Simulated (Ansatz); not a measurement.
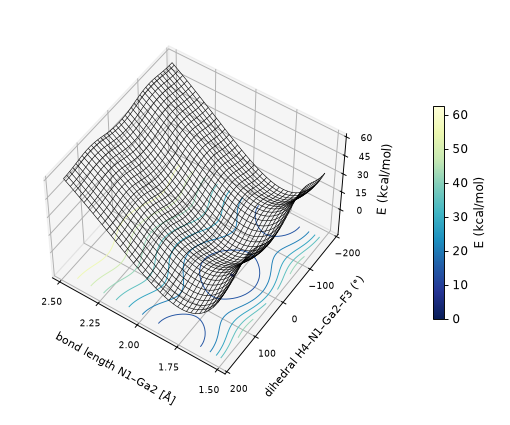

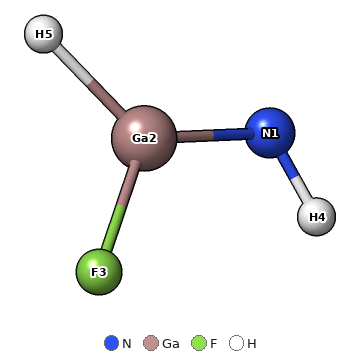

Energy landscape of FGaH₂N, SMILES [NH-][GaH][F], charge −1. 
- First axis: bond length N1–Ga2. Second axis: dihedral H4–N1–Ga2–F3.
- Nothing is relaxed (all other coordinates rigid).
- The grid has 9 × 10 points; 54 points were computed and 36 follow by symmetry.
- Energies: kcal/mol, counted from the lowest grid point.
- The calculation used RKS PBE0-D4/def2-TZVPD in Ansatz.

Drawn: a relief with its contours projected below. Between grid points the surface is interpolated. The second picture is the structure at the lowest point.

> Describe this landscape.

The lowest grid point is at bond length N1–Ga2 = 1.761 Å, dihedral H4–N1–Ga2–F3 = 0°. A higher local minimum lies near bond length N1–Ga2 = 1.761 Å, dihedral H4–N1–Ga2–F3 = −180° (2.5 kcal/mol above the lowest at that grid point). The highest grid point, bond length N1–Ga2 = 2.478 Å, dihedral H4–N1–Ga2–F3 = −108°, lies 62.4 kcal/mol above the lowest. On the interpolated surface the easiest way out of the lowest well to the well at bond length N1–Ga2 = 1.761 Å, dihedral H4–N1–Ga2–F3 = −180° passes a barrier of about 10 kcal/mol. Round the minimum the two coordinates are nearly uncoupled.

Grid values (kcal/mol):

```
dihedral H4–N1–Ga2–F3 ↓, bond length N1–Ga2 →  1.522  1.642  1.761  1.880  2.000  2.119  2.239  2.358  2.478
                                          144   36.2   11.9    5.3    8.4   16.8   27.5   39.1   50.3   60.7
                                          108   41.6   17.0   10.0   12.7   20.6   30.9   41.9   52.5   62.4
                                           72   40.7   16.0    9.0   11.6   19.5   29.8   40.8   51.5   61.5
                                           36   34.2    9.8    3.0    6.1   14.4   25.1   36.7   48.0   58.6
                                            0   30.7    6.6    0.0    3.3   11.8   22.9   34.8   46.4   57.3
                                          −36   34.2    9.8    3.0    6.1   14.4   25.1   36.7   48.0   58.6
                                          −72   40.7   16.0    9.0   11.6   19.5   29.8   40.8   51.5   61.5
                                         −108   41.6   17.0   10.0   12.7   20.6   30.9   41.9   52.5   62.4
                                         −144   36.2   11.9    5.3    8.4   16.8   27.5   39.1   50.3   60.7
                                         −180   33.0    9.0    2.5    5.9   14.5   25.5   37.4   48.9   59.7
```

The input of one point:

```yaml
crystal:
  periodic: [false, false, false]
  atoms:
    - { symbol: "N", position_ang: [-0.920837, -1.103278, 0.068064] }
    - { symbol: Ga, position_ang: [0.391693, 0.068656, 0.138459] }
    - { symbol: F, position_ang: [0.393209, 1.769619, -0.57151] }
    - { symbol: H, position_ang: [-1.714022, -0.701654, -0.438139] }
    - { symbol: H, position_ang: [1.830208, -0.050956, 0.802094] }
total_charge: -1
basis:
  gaussian: { orbitals: def2-TZVPD }
hamiltonian:
  xc: pbe0
  dispersion: d4
output:
  forces: true
```

The whole map (54 points run) took 9.2 min on 1 thread of Arm Neoverse N1, with other jobs on the host.
